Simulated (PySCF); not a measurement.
**C6H16Si2: density, localisation and related maps**

```xyz
24

C    -3.2194    0.8509    0.7562
Si   -2.1077   -0.5612    0.1527
C    -0.7989    0.1532   -1.0328
C     0.0841   -0.9409   -1.6552
C     1.2697   -1.1937   -0.7317
C     1.9340    0.1528   -0.4267
C     2.8875    0.0687    0.7567
Si    0.4539    1.3405   -0.2168
H    -2.6353    1.6435    1.2137
H    -3.7828    1.2902   -0.0614
H    -3.9331    0.4964    1.4925
H    -1.4874   -1.2219    1.3106
H    -2.9188   -1.5603   -0.5637
H    -1.3415    0.6655   -1.8312
H     0.4619   -0.6012   -2.6240
H    -0.4781   -1.8617   -1.8263
H     1.9777   -1.8933   -1.1837
H     0.9089   -1.6385    0.1989
H     2.5149    0.4491   -1.3067
H     3.6662   -0.6725    0.5763
H     3.3661    1.0301    0.9315
H     2.3522   -0.2145    1.6609
H     0.1822    1.6342    1.1942
H     0.6319    2.6044   -0.9429
```

Geometry: GFN2-xTB.

All numbers below come from PySCF, PBE0/pcSseg-1, SCF density, gas phase, non-relativistic.

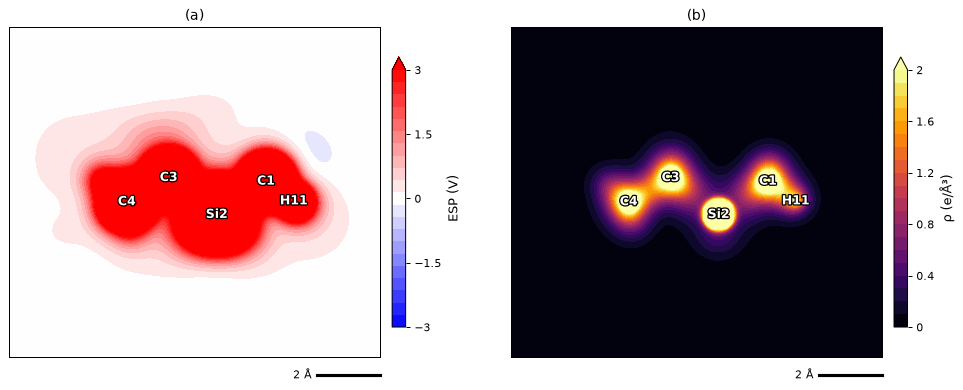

Figure 1. (a) electrostatic potential; (b) total electron density on the plane of atoms C1, Si2 and C3.

**What does the map show?**

Atoms in the plane: C, Si and H.
C–C (1.54 Å): the density is about 1.6 e/Å³ at the midpoint.
C–Si (1.90 Å): ρ is about 0.92 e/Å³ halfway.
C–H (1.08 Å): ρ is about 1.9 e/Å³ halfway.
The potential has no marked negative region in this plane.

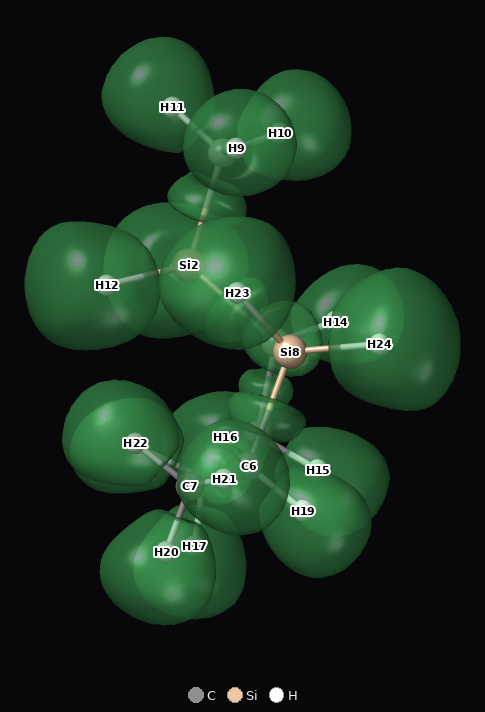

Figure 2. Isosurface of the electron localisation function at 0.8 (green), seen at an oblique angle. Core shells and regions of very low density are left out.

**Where are the electrons localised?**

The surface consists of four regions between bonded C–C atoms (shared pairs), four regions between bonded C–Si atoms (shared pairs) and 16 regions around hydrogen nuclei. Along the contacts the grid gives the following. C–C (1.52 Å): the ELF peaks at about 0.95 between the atoms, as expected for localised, covalent bonding. C–Si (1.90 Å): the ELF peaks at about 0.95 between the atoms: a shared electron pair.

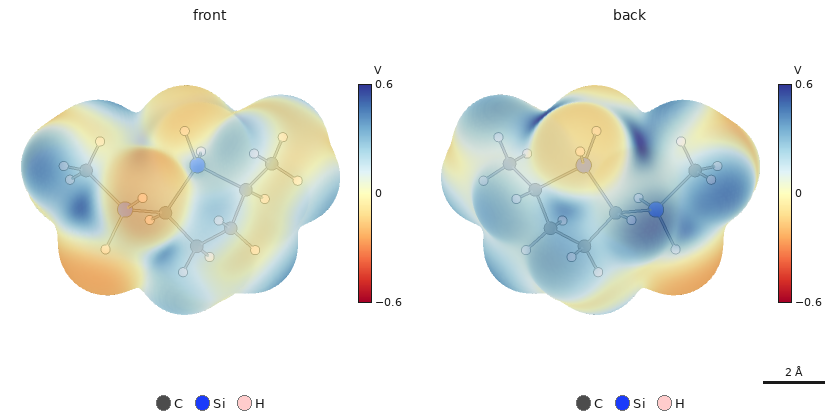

Figure 3. The electrostatic potential painted on the density surface at 0.001 e/bohr³, seen from the front and from behind; red is negative and blue positive.

**Which sites attract a positive test charge, and which a negative one?**

A positive charge is drawn to the negative regions and a negative charge to the positive ones. The most negative region (about −0.2 V) lies over H12 and H13, the most positive (about +0.6 V) over Si8.
